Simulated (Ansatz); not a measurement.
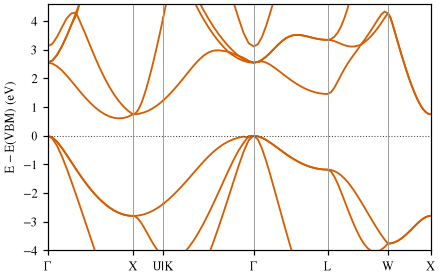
Fig. 1. Band structure from the program Ansatz at the PBE level (PAW)

Read off the gap and where the band edges lie.

About 0.6 eV (0.61 eV by a search for the band edges); maximum at Γ, minimum on the Γ–X line, 84 % of the way from Γ.

The material is Si (diamond, Fd-3m).

The cell was relaxed with PBE under the symmetry of its start.

Potentials: the later of the program's two PAW sets.
